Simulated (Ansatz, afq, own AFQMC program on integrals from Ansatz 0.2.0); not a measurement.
# AlSi+ (triplet): AFQMC on the coupled-cluster ladder, cc-pVTZ

How near does AFQMC come to the top of the ladder for AlSi+ (triplet)?

Computed with Ansatz 0.2.0, Gaussian basis, and an in-house AFQMC program (afq) on its integrals; all values are calculated. Level: cc-pVTZ, frozen cores.

Plan: PBE (unrestricted); r2SCAN (unrestricted); PBE0 (unrestricted); CCSD(T) on ROHF; B3LYP (unrestricted); wB97M-V (unrestricted); B2PLYP (unrestricted); CCSDT(Q) on ROHF; Phaseless AFQMC, CISD trial on ROHF; Phaseless AFQMC, single-determinant trial on ROHF; CCSD(T) on UHF; CCSDT(Q) on UHF; CCSD(T) on UHF; CCSD(T) on UHF; Phaseless AFQMC, CISD trial on UHF; Phaseless AFQMC, single-determinant trial on UHF; Free-projection AFQMC, CISD trial on UHF.

2 further runs of the same task are left out: 2 that didn't finish.

## (1) What is computed

The geometry is a PBE0/def2-TZVP stationary point (not a proven minimum) of the parent state, kept for this charge and spin.

2 atoms, charge 1, spin multiplicity 3.

Atoms are counted from 1 here; the program's logs count them from 0.

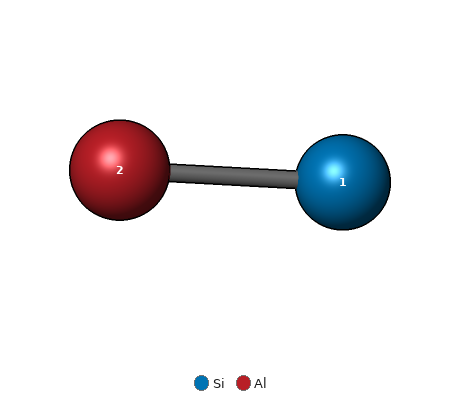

The geometry (silicon blue, aluminium red); atoms are numbered from 1 in the order of the file.

## (2) PBE (unrestricted)

in.yaml

```yaml
crystal:
  periodic: [false, false, false]
  atoms:
    - {symbol: Si, position_ang: [0.000000, 0.000000, 0.000000]}
    - {symbol: Al, position_ang: [0.000000, 0.000000, 2.397686]}
basis:
  gaussian: {orbitals: cc-pVTZ}
total_charge: 1
magnetization: {spin_polarized: true, initial_magnetization: 2}
hamiltonian: {xc: {name: PBE}}
output: {orbitals: {seedname: orbitals}}
```

Command:

```
ansatz run in.yaml --threads 1 --pin off --events-out ev --progress --plain --max-ram 5632MiB --backend cpu
```

The program printed:

```text
Functional definition: PBE
  name "PBE"
  cite "Perdew, Burke & Ernzerhof, Phys. Rev. Lett. 77, 3865 (1996) doi:10.1103/PhysRevLett.77.3865"
  parent pbe
  parameter kappa = 0.804
  parameter beta = 0.06672455060314922
  exchange = pbe_x(kappa = kappa, mu = beta*pi^2/3)
  correlation = pbe_c(beta = beta)
548 factors; their error is unknown
mean field evaluation 1: about -14452.1182 eV, gradient 2.0e1 eV
mean field evaluation 2: about -14425.6907 eV, gradient 4.6e1 eV
mean field evaluation 4: about -14456.0396 eV, gradient 7.9e0 eV
mean field evaluation 8: about -14456.7366 eV, gradient 6.3e-2 eV
mean field evaluation 16: about -14456.7368 eV, gradient 2.7e-5 eV
mean field evaluation 32: about -14456.5444 eV, gradient 4.8e-1 eV
mean field -14456.73675862 eV, -531.2752767512 hartree, gradient 4.9e-6 eV, S^2 2.015895; 4 other end points of the search recorded, 0 dependent functions left out
reference -14456.73679158 eV, -531.2752779623 hartree; 14, 12 occupied and 54, 56 virtual orbitals, 548 factors
Total energy: -14456.73679158 eV, -531.2752779623 hartree
```

Wall time 3 s (1 thread of AMD EPYC 7R13 (Zen 3), shared host); peak memory 1.6 GiB.

From the report: ⟨S²⟩ of the determinant 2.016 (pure triplet: 2.00).

## (3) r2SCAN (unrestricted)

in.yaml, as its differences from that of step 2:

```diff
@@ -9,3 +9,2 @@
 magnetization: {spin_polarized: true, initial_magnetization: 2}
-hamiltonian: {xc: {name: PBE}}
-output: {orbitals: {seedname: orbitals}}
+hamiltonian: {xc: {name: r2SCAN}}
```

Launched as before.

The program printed:

```text
Functional definition: r2SCAN
  name "r2SCAN"
  cite "Furness, Kaplan, Ning, Perdew & Sun, J. Phys. Chem. Lett. 11, 8208 (2020) doi:10.1021/acs.jpclett.0c02405"
  cite "Furness, Kaplan, Ning, Perdew & Sun, J. Phys. Chem. Lett. 11, 9248 (2020) doi:10.1021/acs.jpclett.0c03077"
  parent r2scan
  parameter k0 = 0.174
  parameter k1 = 0.065
  parameter a1 = 4.9479
  exchange = r2scan_x(k0 = k0, k1 = k1, a1 = a1)
  correlation = r2scan_c
548 factors; their error is unknown
mean field evaluation 1: about -14458.7500 eV, gradient 1.8e1 eV
mean field evaluation 2: about -14438.7386 eV, gradient 4.1e1 eV
mean field evaluation 4: about -14462.4057 eV, gradient 5.3e0 eV
mean field evaluation 8: about -14462.7132 eV, gradient 1.1e-1 eV
mean field evaluation 16: about -14462.7147 eV, gradient 8.4e-4 eV
mean field evaluation 32: about -14462.5031 eV, gradient 4.0e-4 eV
mean field -14462.71465094 eV, -531.4949602419 hartree, gradient 8.7e-6 eV, S^2 2.039488; 6 other end points of the search recorded, 0 dependent functions left out
reference -14462.71466510 eV, -531.4949607622 hartree; 14, 12 occupied and 54, 56 virtual orbitals, 548 factors
Total energy: -14462.71466510 eV, -531.4949607622 hartree
```

Run time: 8.5 s. Hardware: 1 thread of AMD EPYC 7R13 (Zen 3), shared host; peak memory 1.6 GiB.

From the report: ⟨S²⟩ of the determinant 2.039 (pure triplet: 2.00).

## (4) PBE0 (unrestricted)

in.yaml, as its differences from that of step 3:

```diff
@@ -9,2 +9,3 @@
 magnetization: {spin_polarized: true, initial_magnetization: 2}
-hamiltonian: {xc: {name: r2SCAN}}
+hamiltonian: {xc: {name: PBE0}}
+output: {orbitals: {seedname: orbitals}}
```

Launched as before.

The program printed:

```text
Functional definition: PBE0
  name "PBE0"
  cite "Adamo & Barone, J. Chem. Phys. 110, 6158 (1999) doi:10.1063/1.478522"
  cite "Perdew, Burke & Ernzerhof, Phys. Rev. Lett. 77, 3865 (1996) doi:10.1103/PhysRevLett.77.3865"
  parent pbe
  parameter a = 0.25
  parameter kappa = 0.804
  parameter beta = 0.06672455060314922
  exchange = (1 - a)*pbe_x(kappa = kappa, mu = beta*pi^2/3) + a*exact_x
  correlation = pbe_c(beta = beta)
569 factors; their error is unknown
mean field evaluation 1: about -14455.2552 eV, gradient 1.5e1 eV
mean field evaluation 2: about -14448.0106 eV, gradient 2.8e1 eV
mean field evaluation 4: about -14457.7751 eV, gradient 1.8e0 eV
mean field evaluation 8: about -14457.8185 eV, gradient 9.4e-2 eV
mean field evaluation 16: about -14457.8735 eV, gradient 6.6e-4 eV
mean field evaluation 32: about -14457.0678 eV, gradient 3.6e0 eV
mean field -14457.87349899 eV, -531.3170511892 hartree, gradient 8.7e-6 eV, S^2 2.031427; 3 other end points of the search recorded, 0 dependent functions left out
reference -14457.87352370 eV, -531.3170520974 hartree; 14, 12 occupied and 54, 56 virtual orbitals, 569 factors
Total energy: -14457.87352370 eV, -531.3170520974 hartree
```

Run time: 3.1 s. Hardware: 1 thread of AMD EPYC 7R13 (Zen 3), shared host; peak memory 1.6 GiB.

From the report: ⟨S²⟩ of the determinant 2.031 (pure triplet: 2.00).

## (5) CCSD(T) on ROHF

in.yaml

```yaml
crystal:
  periodic: [false, false, false]
  atoms:
    - {symbol: Si, position_ang: [0.000000, 0.000000, 0.000000]}
    - {symbol: Al, position_ang: [0.000000, 0.000000, 2.397686]}
basis:
  gaussian: {orbitals: cc-pVTZ}
total_charge: 1
magnetization: {spin_polarized: false, initial_magnetization: 2}
correlation: {method: ccsd_t, electrons: outside_noble_gas, hamiltonian_folder: ham}
```

Command:

```
ansatz run in.yaml --threads 1 --pin off --events-out ev --progress --plain --max-ram 16896MiB --backend cuda --devices 0, --max-vram 18GiB
```

The program printed (excerpt; [...] marks lines left out):

```text
Functional definition: HF
  name "HF"
  cite "Fock, Z. Phys. 61, 126 (1930) doi:10.1007/BF01340294"
  parent pbe
[...]
429 factors; integrals over basis functions are off by at most 9.9e-4 eV
[...]
mean field -14436.35720661 eV, -530.5263420287 hartree, gradient 1.8e-6 eV, S^2 2.000000; 14 other end points of the search recorded, 0 dependent functions left out
[...]
determinant -14436.35720661 eV, -530.5263420287 hartree, with singles and doubles -14440.08036887 eV, -530.6631657180 hartree
determinant -14436.19479068 eV, -530.5203733532 hartree, with singles and doubles -14440.09367122 eV, -530.6636545703 hartree
determinant -14433.48548102 eV, -530.4208080597 hartree, with singles and doubles -14437.32121762 eV, -530.5617687798 hartree
determinant -14433.46719657 eV, -530.4201361183 hartree, with singles and doubles -14437.01050163 eV, -530.5503501779 hartree
determinant -14436.35720661 eV, -530.5263420287 hartree, with singles and doubles -14439.99470137 eV, -530.6600174955 hartree
determinant -14436.19479068 eV, -530.5203733532 hartree, with singles and doubles -14440.01342202 eV, -530.6607054665 hartree
10 core orbitals not correlated: weight in the atoms' cores, before any rotation towards them, 1.000 or more for the frozen orbitals, at most 0.000 for the correlated occupied ones
reference -14436.19479068 eV, -530.5203733532 hartree; 4, 2 occupied and 54, 56 virtual orbitals, 429 factors
second order -3.04814764 eV of doubles, -0.07159067 eV of singles
cycle   1  -3.81863138 eV  change   -3.9e-8 eV  update   4.0e-6
perturbative correction -0.24441466 eV, -0.0089820729 hartree
Total energy: -14440.25783671 eV, -530.6696875409 hartree
```

Run time: 19 s. Hardware: 1 × NVIDIA H100 80GB HBM3 with 1 thread of AMD EPYC 7R13 (Zen 3), shared host; peak host memory 1.6 GiB.

From the report: correlation -4.0630 eV; T1 0.043; largest double amplitude 0.16.

This run also writes the integrals to the folder ham.

## (6) B3LYP (unrestricted)

in.yaml

```yaml
crystal:
  periodic: [false, false, false]
  atoms:
    - {symbol: Si, position_ang: [0.000000, 0.000000, 0.000000]}
    - {symbol: Al, position_ang: [0.000000, 0.000000, 2.397686]}
basis:
  gaussian: {orbitals: cc-pVTZ}
total_charge: 1
magnetization: {spin_polarized: true, initial_magnetization: 2}
hamiltonian: {xc: {name: B3LYP}}
```

Command:

```
ansatz run in.yaml --threads 1 --pin off --events-out ev --progress --plain --max-ram 5632MiB --backend cpu
```

The program printed (excerpt; [...] marks lines left out):

```text
Functional definition: B3LYP
  name "B3LYP"
  cite "Stephens, Devlin, Chabalowski & Frisch, J. Phys. Chem. 98, 11623 (1994) doi:10.1021/j100096a001"
  cite "Becke, Phys. Rev. A 38, 3098 (1988) doi:10.1103/PhysRevA.38.3098"
  cite "Lee, Yang & Parr, Phys. Rev. B 37, 785 (1988) doi:10.1103/PhysRevB.37.785"
  cite "Vosko, Wilk & Nusair, Can. J. Phys. 58, 1200 (1980) doi:10.1139/p80-159"
[...]
569 factors; their error is unknown
[...]
mean field -14465.35243804 eV, -531.5918971301 hartree, gradient 4.3e-6 eV, S^2 2.008650; 8 other end points of the search recorded, 0 dependent functions left out
reference -14465.35261750 eV, -531.5919037251 hartree; 14, 12 occupied and 54, 56 virtual orbitals, 569 factors
Total energy: -14465.35261750 eV, -531.5919037251 hartree
```

It took 6 s on 1 thread of AMD EPYC 7R13 (Zen 3), shared host; peak memory 1.6 GiB.

From the report: ⟨S²⟩ of the determinant 2.009 (pure triplet: 2.00).

## (7) wB97M-V (unrestricted)

in.yaml, as its differences from that of step 6:

```diff
@@ -9,2 +9,3 @@
 magnetization: {spin_polarized: true, initial_magnetization: 2}
-hamiltonian: {xc: {name: B3LYP}}
+hamiltonian: {xc: {name: wB97M-V}}
+output: {orbitals: {seedname: orbitals}}
```

Same command.

The program printed (excerpt; [...] marks lines left out):

```text
Functional definition: wB97M-V
  name "wB97M-V"
  cite "Mardirossian & Head-Gordon, J. Chem. Phys. 144, 214110 (2016) doi:10.1063/1.4952647"
  cite "Becke, J. Chem. Phys. 107, 8554 (1997) doi:10.1063/1.475007"
  cite "Vydrov & Van Voorhis, J. Chem. Phys. 133, 244103 (2010) doi:10.1063/1.3521275"
  # Of w^i u^j: cxij and so on, Table III.
[...]
  gx(w, u) = 1 - cx + cx01*u + cx10*w
  gss(w, u) = css00 + css04*u^4 + css10*w + css20*w^2 + css43*w^4*u^3
  gos(w, u) = cos00 + cos10*w + (cos20 + cos21*u)*w^2 + (cos60 + cos61*u)*w^6
[...]
      + integral(e_c_pw_mod_opposite_spin*gos(b97_w_opposite, b97_u_opposite)) + vv10(b, c)
557 factors; their error is unknown
115 factors; integrals over basis functions are off by at most 1.1e-4 eV
[...]
mean field -14463.47365726 eV, -531.5228532096 hartree, gradient 3.6e-6 eV, S^2 2.014825; 1 other end points of the search recorded, 0 dependent functions left out
reference -14463.47369098 eV, -531.5228544490 hartree; 14, 12 occupied and 54, 56 virtual orbitals, 557 factors
Total energy: -14463.47369098 eV, -531.5228544490 hartree
```

Wall time 12 s (1 thread of AMD EPYC 7R13 (Zen 3), shared host); peak memory 1.6 GiB.

From the report: ⟨S²⟩ of the determinant 2.015 (pure triplet: 2.00).

## (8) B2PLYP (unrestricted)

in.yaml, as its differences from that of step 7:

```diff
@@ -9,3 +9,3 @@
 magnetization: {spin_polarized: true, initial_magnetization: 2}
-hamiltonian: {xc: {name: wB97M-V}}
-output: {orbitals: {seedname: orbitals}}
+hamiltonian: {xc: {name: B2PLYP}}
+correlation: {electrons: outside_noble_gas}
```

The command is unchanged.

The program printed (excerpt; [...] marks lines left out):

```text
Functional definition: B2PLYP
  name "B2PLYP"
  cite "Grimme, J. Chem. Phys. 124, 034108 (2006) doi:10.1063/1.2148954"
  cite "Becke, Phys. Rev. A 38, 3098 (1988) doi:10.1103/PhysRevA.38.3098"
  cite "Lee, Yang & Parr, Phys. Rev. B 37, 785 (1988) doi:10.1103/PhysRevB.37.785"
[...]
429 factors; integrals over basis functions are off by at most 9.9e-4 eV
[...]
mean field -14456.92608444 eV, -531.2822343468 hartree, gradient 1.8e-7 eV, S^2 2.025059; 6 other end points of the search recorded, 0 dependent functions left out
10 core orbitals not correlated: weight in the atoms' cores, before any rotation towards them, 1.000 or more for the frozen orbitals, at most 0.000 for the correlated occupied ones
reference -14456.92619829 eV, -531.2822385305 hartree; 4, 2 occupied and 54, 56 virtual orbitals, 429 factors
second order -3.48495761 eV of doubles, -0.00000000 eV of singles
Total energy: -14457.86713684 eV, -531.3168173847 hartree
```

Run time: 8.5 s. Hardware: 1 thread of AMD EPYC 7R13 (Zen 3), shared host; peak memory 1.6 GiB.

From the report: ⟨S²⟩ of the determinant 2.025 (pure triplet: 2.00).

## (9) CCSDT(Q) on ROHF

in.yaml

```yaml
crystal:
  periodic: [false, false, false]
  atoms:
    - {symbol: Si, position_ang: [0.000000, 0.000000, 0.000000]}
    - {symbol: Al, position_ang: [0.000000, 0.000000, 2.397686]}
basis:
  gaussian: {orbitals: cc-pVTZ}
total_charge: 1
magnetization: {spin_polarized: false, initial_magnetization: 2}
correlation: {method: ccsdt_q, electrons: outside_noble_gas}
```

Command:

```
ansatz run in.yaml --threads 1 --pin off --events-out ev --progress --plain --max-ram 16896MiB --backend cuda --devices 0, --max-vram 18GiB
```

The program printed (excerpt; [...] marks lines left out):

```text
Functional definition: HF
  name "HF"
  cite "Fock, Z. Phys. 61, 126 (1930) doi:10.1007/BF01340294"
  parent pbe
[...]
775 factors; integrals over basis functions are off by at most 2.3e-7 eV
[...]
mean field -14436.35720883 eV, -530.5263421100 hartree, gradient 2.1e-6 eV, S^2 2.000000; 15 other end points of the search recorded, 0 dependent functions left out
[...]
determinant -14436.35720883 eV, -530.5263421100 hartree, with singles and doubles -14440.08038022 eV, -530.6631661352 hartree
determinant -14436.19479376 eV, -530.5203734664 hartree, with singles and doubles -14440.09368082 eV, -530.6636549232 hartree
determinant -14433.48548595 eV, -530.4208082407 hartree, with singles and doubles -14437.32123157 eV, -530.5617692922 hartree
determinant -14433.46719760 eV, -530.4201361562 hartree, with singles and doubles -14437.01050864 eV, -530.5503504353 hartree
determinant -14436.35720883 eV, -530.5263421100 hartree, with singles and doubles -14439.99470314 eV, -530.6600175605 hartree
determinant -14436.19479376 eV, -530.5203734664 hartree, with singles and doubles -14440.01342443 eV, -530.6607055551 hartree
10 core orbitals not correlated: weight in the atoms' cores, before any rotation towards them, 1.000 or more for the frozen orbitals, at most 0.000 for the correlated occupied ones
reference -14436.19479376 eV, -530.5203734664 hartree; 4, 2 occupied and 54, 56 virtual orbitals, 775 factors
second order -3.04815526 eV of doubles, -0.07159070 eV of singles
cycle   1  -3.57200244 eV  change   -4.5e-1 eV  update   9.7e-2
[...]
cycle  24  -4.11673070 eV  change   -2.3e-7 eV  update   1.2e-7
perturbative correction -0.01808031 eV, -0.0006644392 hartree
Total energy: -14440.32960477 eV, -530.6723249683 hartree
```

Wall time 24 s (1 × NVIDIA H100 80GB HBM3 with 1 thread of AMD EPYC 7R13 (Zen 3), shared host); peak host memory 1.6 GiB.

From the report: correlation -4.1348 eV; T1 0.045; largest double amplitude 0.18.

## (10) Phaseless AFQMC, CISD trial on ROHF

It reads the integrals that the CCSD(T) run on this determinant wrote.

Command:

```
afq ham --method phaseless --trial cisd --walkers 3200 --populations 20 --least-time 60 --time-step 0.005 --steps-per-block 50 --equilibration-blocks 28 --max-blocks 4000 --target-error 0.00015 --factor-cut 1e-05 --start spin_pure --seed 6978 --release-times 0.24,0.51,0.99,1.62,2.4 --release-step 0.03 --release-every 3 --taylor-order 6
```

The program printed:

```text
orbitals 58  electrons 4 2  factors 401 of 429
reference energy -530.52037335 Eh
CCSD correlation -0.14033199 Eh in 14 cycles, weight of the determinant in the CISD state 0.8508
energy of the start -530.660714 Eh
 block  time / (1/Eh)  mean weight  energy / Eh
     1     0.250  0.9999  -530.660009
     2     0.500  1.0000  -530.660690
     3     0.750  0.9997  -530.661794
     4     1.000  1.0001  -530.663055
     5     1.250  1.0000  -530.664199
     6     1.500  0.9999  -530.665409
     7     1.750  1.0000  -530.665968
     8     2.000  1.0001  -530.666656
     9     2.250  1.0001  -530.667438
    10     2.500  0.9998  -530.667786
    11     2.750  0.9998  -530.668445
    13     3.250  1.0000  -530.669195
    15     3.750  0.9999  -530.669349
    17     4.250  1.0003  -530.670118
    19     4.750  0.9998  -530.670494
    21     5.250  0.9999  -530.670156
    23     5.750  1.0000  -530.670347
    25     6.250  0.9999  -530.670887
    27     6.750  0.9999  -530.670513
    29     7.250  1.0000  -530.670505
    31     7.750  0.9998  -530.670632
    33     8.250  0.9998  -530.670384
    35     8.750  0.9997  -530.670683
    37     9.250  0.9998  -530.671383
    39     9.750  1.0001  -530.671543
    41    10.250  0.9999  -530.670572
    43    10.750  0.9998  -530.670743
    45    11.250  1.0000  -530.671443
    47    11.750  1.0000  -530.669729
    49    12.250  1.0001  -530.670201
    51    12.750  1.0000  -530.670358
    53    13.250  0.9998  -530.669892
    55    13.750  1.0000  -530.670632
    57    14.250  1.0002  -530.670106
    59    14.750  1.0000  -530.670762
    61    15.250  1.0000  -530.670188
    63    15.750  1.0002  -530.670550
    65    16.250  1.0001  -530.671223
    67    16.750  1.0001  -530.670028
    69    17.250  1.0001  -530.669878
    71    17.750  1.0000  -530.669819
    73    18.250  0.9999  -530.670000
    75    18.750  1.0000  -530.670769
    77    19.250  0.9995  -530.670615
    79    19.750  0.9999  -530.670105
    81    20.250  0.9999  -530.670219
    83    20.750  1.0001  -530.670597
    85    21.250  1.0001  -530.669809
    87    21.750  0.9999  -530.670587
error from the spread of 20 populations
released: time / (1/Eh)  energy / Eh  error  mean overlap
  0.24  -530.670686  0.000099  1.0016
  0.51  -530.670916  0.000094  1.0019
  0.99  -530.671263  0.000117  0.9991
  1.62  -530.671590  0.000102  0.9982
  2.40  -530.671811  0.000172  0.9994
energy -530.670319 +/- 0.000149 Eh
```

Run time: 74 s. Hardware: 1 × NVIDIA H100 80GB HBM3 with 2 threads of AMD EPYC 7R13 (Zen 3), shared host; peak host memory 1.6 GiB.

Energy -14440.2750 ± 0.0041 eV. Caveats: constraint bias not in the error.

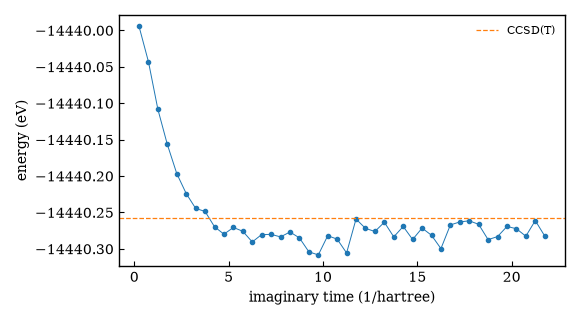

Block energies along the walk.

## (11) Phaseless AFQMC, single-determinant trial on ROHF

It reads the integrals that the CCSD(T) run on this determinant wrote.

Command:

```
afq ham --method phaseless --trial hf --walkers 3200 --populations 20 --least-time 40 --time-step 0.005 --steps-per-block 20 --equilibration-blocks 112 --max-blocks 4000 --target-error 0.0007499999999999999 --factor-cut 1e-05 --start spin_pure --seed 4183 --taylor-order 6
```

The program printed:

```text
orbitals 58  electrons 4 2  factors 401 of 429
reference energy -530.52037335 Eh
CCSD correlation -0.14033199 Eh in 14 cycles, weight of the determinant in the CISD state 0.8508
energy of the start -530.520374 Eh
 block  time / (1/Eh)  mean weight  energy / Eh
     1     0.100  1.0002  -530.537159
     2     0.200  1.0004  -530.551019
     3     0.300  1.0006  -530.562404
     4     0.400  1.0005  -530.573238
     5     0.500  1.0004  -530.582736
     6     0.600  1.0004  -530.590123
     7     0.700  1.0006  -530.597248
     8     0.800  1.0003  -530.603532
     9     0.900  1.0002  -530.609199
    10     1.000  1.0003  -530.612732
    11     1.100  1.0003  -530.617107
    16     1.600  1.0002  -530.633935
    21     2.100  1.0000  -530.645311
    26     2.600  1.0001  -530.652919
    31     3.100  0.9996  -530.656650
    36     3.600  0.9998  -530.657297
    41     4.100  1.0000  -530.658652
    46     4.600  1.0000  -530.663098
    51     5.100  0.9998  -530.669938
    56     5.600  0.9996  -530.670190
    61     6.100  1.0001  -530.668061
    66     6.600  1.0000  -530.667392
    71     7.100  1.0000  -530.668024
    76     7.600  1.0000  -530.667638
    81     8.100  1.0000  -530.665498
    86     8.600  0.9999  -530.668724
    91     9.100  0.9999  -530.667256
    96     9.600  1.0000  -530.669097
   101    10.100  1.0000  -530.667798
   106    10.600  0.9998  -530.666142
   111    11.100  1.0002  -530.666534
   116    11.600  1.0000  -530.670083
   121    12.100  1.0000  -530.667094
   126    12.600  1.0001  -530.665949
   131    13.100  1.0000  -530.663636
   136    13.600  0.9998  -530.663835
   141    14.100  1.0001  -530.664924
   146    14.600  0.9993  -530.663453
   151    15.100  1.0003  -530.664188
   156    15.600  1.0001  -530.664041
   161    16.100  0.9997  -530.664097
   166    16.600  1.0003  -530.664957
   171    17.100  1.0001  -530.663859
   176    17.600  1.0002  -530.661618
   181    18.100  1.0000  -530.664319
   186    18.600  0.9997  -530.664794
   191    19.100  1.0001  -530.663791
   196    19.600  0.9999  -530.659241
   201    20.100  0.9998  -530.666116
   206    20.600  1.0001  -530.663980
   211    21.100  1.0004  -530.661118
   216    21.600  1.0002  -530.663225
   221    22.100  1.0001  -530.663337
error from the spread of 20 populations
energy -530.664035 +/- 0.000749 Eh
```

Wall time 22 s (1 × NVIDIA H100 80GB HBM3 with 2 threads of AMD EPYC 7R13 (Zen 3), shared host); peak host memory 1.6 GiB.

Energy -14440.1040 ± 0.0204 eV. Caveats: constraint bias not in the error.

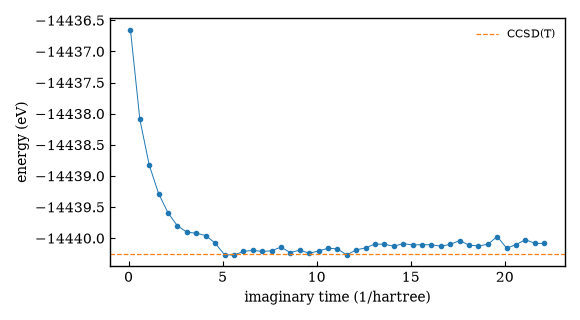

Block energies along the walk.

[end of part 1 of 2]
